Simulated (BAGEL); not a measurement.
# H2 (hydrogen): HF/6-31G(d) (density fitting with qzvpp-jkfit, spherical functions)

What is the vertical electron affinity of H2 (hydrogen) at HF/6-31G* (density fitting with qzvpp-jkfit, spherical functions)? 

The results are computed with BAGEL 1.2.2.

3 further runs of the same task are left out: 2 that didn't finish, 1 set aside as unsound or not needed. Runs told in other sessions of the task aren't counted.

### 1 The system as given

H2 has 2 atoms, charge 0, and is taken as a singlet. SMILES: `[H][H]`. The shape is that of a PBE0-D4/def2-TZVP optimisation.

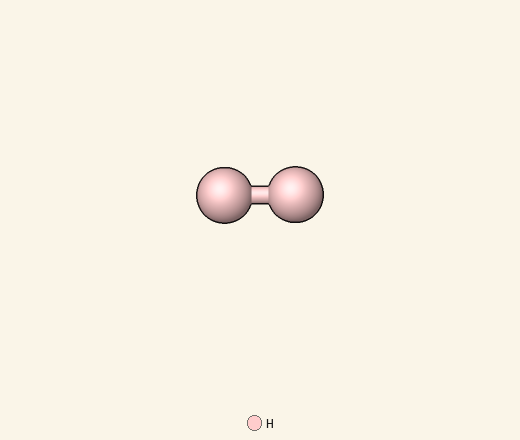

Viewed from a chosen angle; hydrogen pink.

### 2 The energy at HF/6-31G(d) (density fitting with qzvpp-jkfit, spherical functions)

Contents of input.json:

```json
{ "bagel" : [

{
  "title" : "molecule",
  "basis" : "6-31gs.json",
  "df_basis" : "qzvpp-jkfit",
  "angstrom" : true,
  "geometry" : [
    { "atom" : "H", "xyz" : [       0.319300,      -0.099200,       0.165500 ] },
    { "atom" : "H", "xyz" : [      -0.319300,       0.099200,      -0.165500 ] }
  ]
},

{ "title" : "hf" },

{ "title" : "print", "file" : "orbitals.molden", "orbitals" : true }

]}
```

The basis set 6-31G* is read from a file made from the Basis Set Exchange's data (not shown).

On the command line:

```console
BAGEL_NUM_THREADS=1 BAGEL input.json > input.out
```

What it wrote:

```text
* using 1 threads per process

  ===============================================================
  ===============================================================

  *** Geometry ***

  { "atom" : "H", "xyz" : [      0.603390,     -0.187461,      0.312750 ] },
  { "atom" : "H", "xyz" : [     -0.603390,      0.187461,     -0.312750 ] },

  Number of auxiliary basis functions:       36

  Since a DF basis is specified, we compute 2- and 3-index integrals:
    o Being stored without compression. Storage requirement is 0.000 GB

  Number of basis functions:        4
  Number of electrons      :        2

    * METHOD: MOLECULE                             0.01

  *** RHF ***

  === Nuclear Repulsion ===
     0.7092142410

      * DIIS with orbital gradients will be used.

  === RHF iteration (6-31gs.json) ===
      0         -1.12419330          0.03092155           0.00
      1         -1.12660144          0.00459896           0.00
      2         -1.12665609          0.00000781           0.00
      3         -1.12665609          0.00000028           0.00
      4         -1.12665608          0.00001690           0.00
      5         -1.12665609          0.00000405           0.00
      6         -1.12665609          0.00000000           0.00
    * SCF iteration converged.

    * Permanent dipole moment:
           (   -0.000000,     0.000000,    -0.000000) a.u.

    * METHOD: HF                                   0.01

    * METHOD: PRINT                                0.00

  ===============================================================
```

Wall time 0.16 s (1 thread of Arm Neoverse N1, shared host).

### 3 The doublet anion at the same level

Contents of calc.json:

```json
{ "bagel" : [

{
  "title" : "molecule",
  "basis" : "6-31gs.json",
  "df_basis" : "qzvpp-jkfit",
  "angstrom" : true,
  "geometry" : [
    { "atom" : "H", "xyz" : [    0.319300,   -0.099200,    0.165500 ] },
    { "atom" : "H", "xyz" : [   -0.319300,    0.099200,   -0.165500 ] }
  ]
},
{
  "title" : "uhf",
  "charge" : -1,
  "nopen" : 1
},
{
  "title" : "print",
  "file" : "orbitals.molden",
  "orbitals" : true
}

]}
```

The basis set 6-31G* is read from a file made from the Basis Set Exchange's data (not shown).

On the command line:

```console
BAGEL_NUM_THREADS=1 BAGEL calc.json > calc.out
```

What it wrote:

```text
* using 1 threads per process

  ===============================================================
  ===============================================================

  *** Geometry ***

  { "atom" : "H", "xyz" : [      0.603390,     -0.187461,      0.312750 ] },
  { "atom" : "H", "xyz" : [     -0.603390,      0.187461,     -0.312750 ] },

  Number of auxiliary basis functions:       36

  Since a DF basis is specified, we compute 2- and 3-index integrals:
    o Being stored without compression. Storage requirement is 0.000 GB

  Number of basis functions:        4
  Number of electrons      :        2

    * METHOD: MOLECULE                             0.01

  *** Open-shell HF ***

  === Nuclear Repulsion ===
     0.7092142410

      * DIIS with orbital gradients will be used.

  === UHF iteration (6-31gs.json) ===
      0         -0.89231355          0.04719369           0.00
      1         -0.89618125          0.00190740           0.00
      2         -0.89632587          0.00115033           0.00
      3         -0.89634631          0.00065158           0.00
      4         -0.89635736          0.00000874           0.00
      5         -0.89635755          0.00000292           0.00
      6         -0.89635758          0.00000125           0.00
      7         -0.89635744          0.00000708           0.00
      8         -0.89635758          0.00000001           0.00
    * SCF iteration converged.

    * S^2 (UHF) is 0.7505

    * Permanent dipole moment:
           (   -0.000000,     0.000000,    -0.000000) a.u.

    * METHOD: UHF                                  0.02

    * METHOD: PRINT                                0.00

  ===============================================================
```

Wall time 0.16 s (1 thread of Arm Neoverse N1, shared host).

### 4 Outcome

Level: HF/6-31G* (density fitting with qzvpp-jkfit, spherical functions).

| quantity | value |
| --- | --- |
| singlet H2: total energy | -1.12666 Eh |
| singlet H2: dipole moment | 0.00 D |
| singlet H2: HOMO energy | -16.16 eV |
| singlet H2: LUMO energy | 6.44 eV |
| singlet H2: HOMO–LUMO gap | 22.61 eV |
| doublet anion: total energy | -0.89636 Eh |
| doublet anion: ⟨S²⟩ | 0.750 |
| vertical electron affinity (to the doublet anion) | -6.267 eV |

In words: The anion lies 6.27 eV (145 kcal/mol) above the neutral: the electron isn't bound at this level, and such a value depends on the basis. Without diffuse functions anions come out too high. Hartree–Fock misses the correlation that binds many anions.
